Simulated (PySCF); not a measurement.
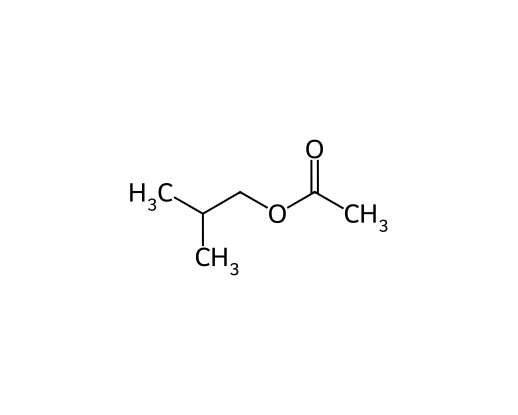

2D structure.

Give its SMILES.

Answer. CC(=O)OCC(C)C

Give the formula, hydrogens included.

Answer. C6H12O2.

An optimisation with PBE0-D3(BJ)/def2-SVP gave a structure of which point group?

Answer. C1. Other conformers may differ.

More results for the same structure follow; atom numbers are the same in all pictures, views and colours differ. The computed structure is the end point of a PBE0-D3(BJ)/def2-SVP optimisation. No frequency run is at hand to confirm it as a minimum.

### Geometry

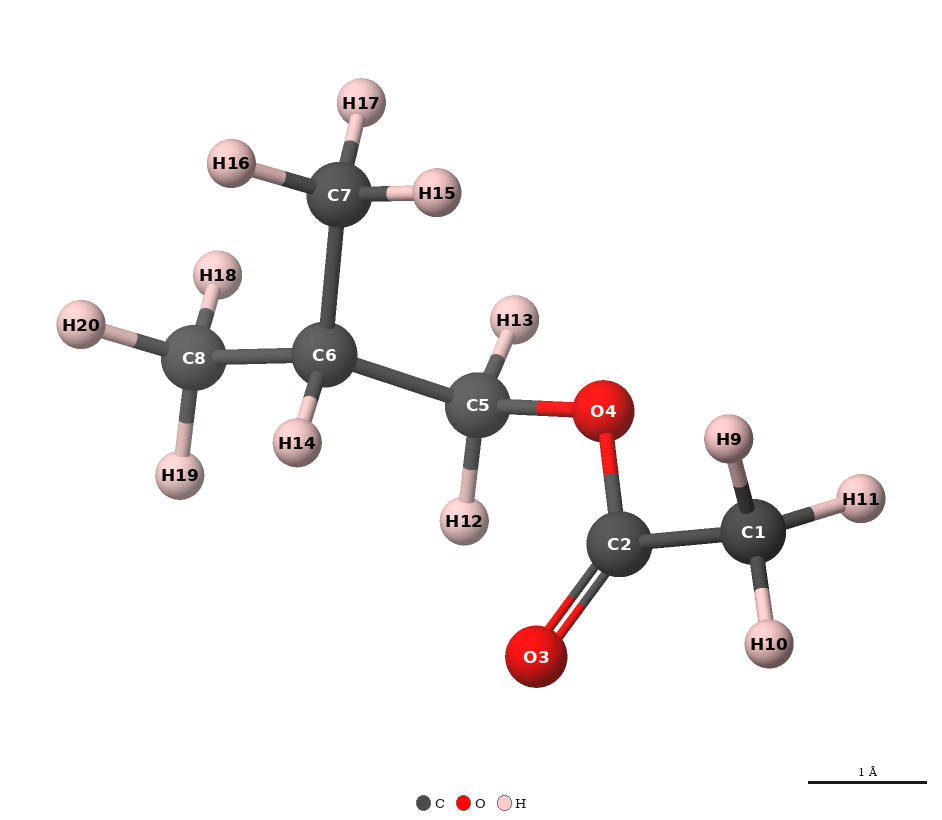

The atoms are numbered. No frequency run is at hand to confirm it as a minimum.

What are the angles C1–C2–O4, C2–C1–H10, C2–O4–C5, O3–C2–O4, O4–C5–C6, C5–C6–C8, C5–C6–H14, C6–C5–H12, C6–C7–H16, C6–C7–H17, C7–C6–H14, C8–C6–H14?

| angle | degrees |
| --- | --- |
| C1–C2–O4 | 110.9 |
| C2–C1–H10 | 109.7 |
| C2–O4–C5 | 116.9 |
| O3–C2–O4 | 123.6 |
| O4–C5–C6 | 112.2 |
| C5–C6–C8 | 109.6 |
| C5–C6–H14 | 106.6 |
| C6–C5–H12 | 110.3 |
| C6–C7–H16 | 111.1 |
| C6–C7–H17 | 110.9 |
| C7–C6–H14 | 108.8 |
| C8–C6–H14 | 108.1 |

### Polarisability

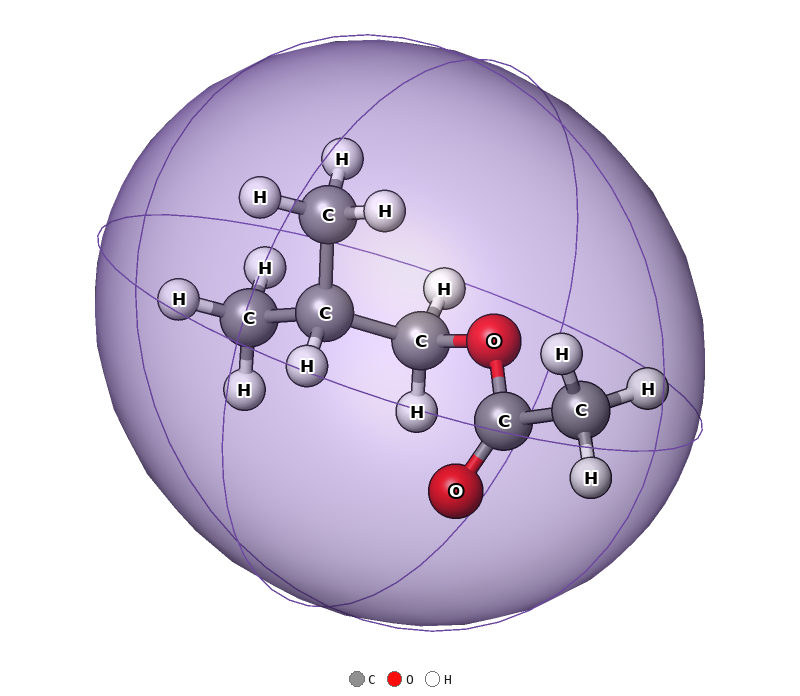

The ellipsoid shows the static dipole polarisability: its half-axes are proportional to the principal values. No frequency run is at hand to confirm it as a minimum. Method: CAM-B3LYP/def2-SVPD (PySCF 2.14.0).

How large and how anisotropic is the polarisability?

Answer. Principal values 69.8, 78.7, 93.3 bohr³; mean 80.6 bohr³ (11.95 Å³); anisotropy 20.5 bohr³, so the longest axis is 1.34 times the shortest.

### NMR shielding

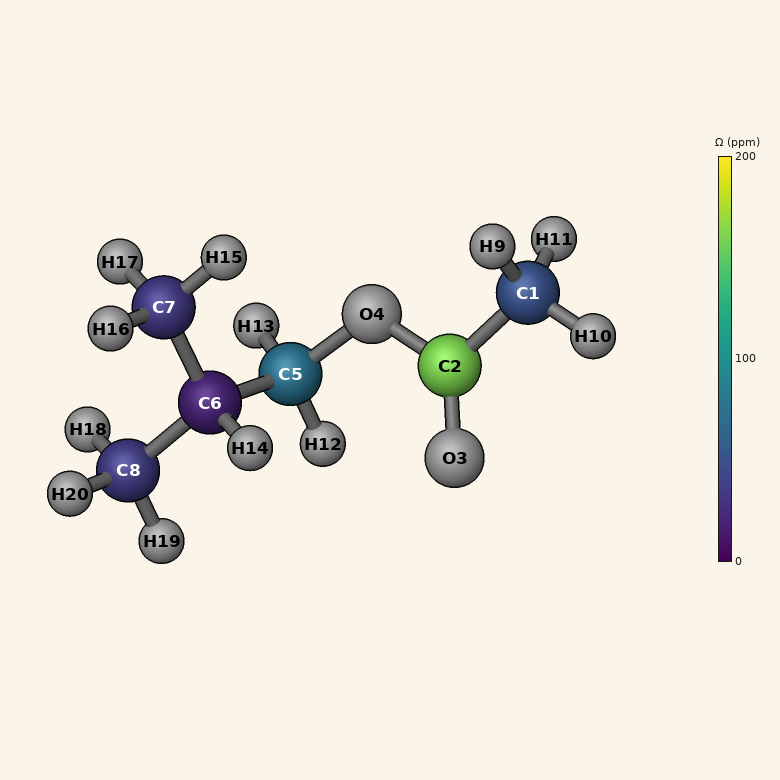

The C atoms are coloured by the span of their shielding tensor. No frequency run is at hand to confirm it as a minimum. Level of theory: GIAO B97-2/pcSseg-1 NMR shielding, non-relativistic, gas phase (PySCF 2.14.0). Principal shieldings σ11 ≤ σ22 ≤ σ33, span Ω = σ33 − σ11, skew κ = 3(σiso − σ22)/Ω.

Which C atom has the most anisotropic shielding?

Answer. C2, with a span of 160 ppm.

Give the shielding tensors of the C atoms.

```tsv
atom	σ11	σ22	σ33	σiso	Ω	κ
C1	140.1	153.9	191.0	161.7	50.9	0.46
C2	−87.0	52.3	73.4	12.9	160.5	−0.74
C5	75.4	115.6	149.8	113.6	74.4	−0.08
C6	143.3	157.8	162.9	154.7	19.5	−0.49
C7	149.2	156.9	183.7	163.3	34.5	0.55
C8	149.4	155.5	186.6	163.8	37.2	0.67
```

Shieldings and span in ppm.

### Charges

The questions are on Hirshfeld charges. No frequency run is at hand to confirm it as a minimum. Level of theory: PBE0/pcSseg-1, gas phase (PySCF 2.14.0).

Which atom carries the highest charge (most positive or least negative)?

Answer. C2 (0.22 e).

And the lowest?

Answer. O3 (−0.26 e).

Give the Hirshfeld charges atom by atom.

| atom | value (e) |
| --- | --- |
| C1 | −0.12 |
| C2 | 0.22 |
| O3 | −0.26 |
| O4 | −0.10 |
| C5 | 0.00 |
| C6 | −0.03 |
| C7 | −0.12 |
| C8 | −0.11 |
| H9 | 0.06 |
| H10 | 0.06 |
| H11 | 0.06 |
| H12 | 0.04 |
| H13 | 0.04 |
| H14 | 0.03 |
| H15 | 0.03 |
| H16 | 0.04 |
| H17 | 0.04 |
| H18 | 0.04 |
| H19 | 0.04 |
| H20 | 0.04 |
